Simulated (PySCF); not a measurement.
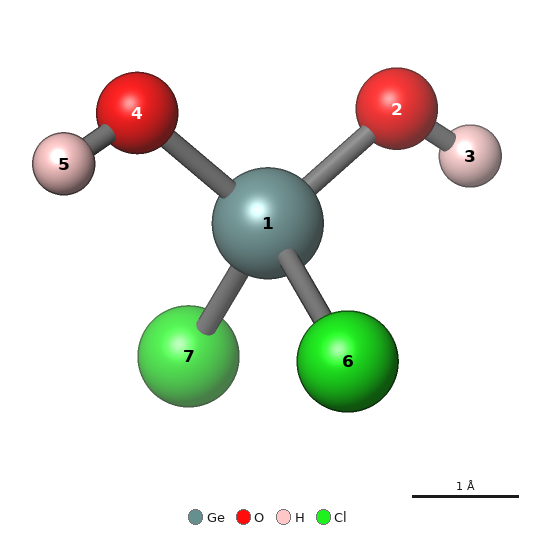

Orthographic view. Distant atoms are faded towards the background colour. Computed geometry: PBE0-D3(BJ)/def2-SVP optimisation. No frequency run is at hand to confirm it as a minimum.

Give the geometry as a Z-matrix, atoms in numerical order, with these reference atoms: 2 to 1; 3 to 2, 1; 4 to 1, 2, 3; 5 to 4, 1, 2; 6 to 1, 4, 5; 7 to 1, 4, 5.

```
Ge 
O    1   1.743
H    2   0.964   1   113.1
O    1   1.743   2   104.5   3  -172.2
H    4   0.964   1   112.9   2  -173.3
Cl   1   2.141   4   111.0   5   -52.2
Cl   1   2.141   4   111.8   5    66.2
```
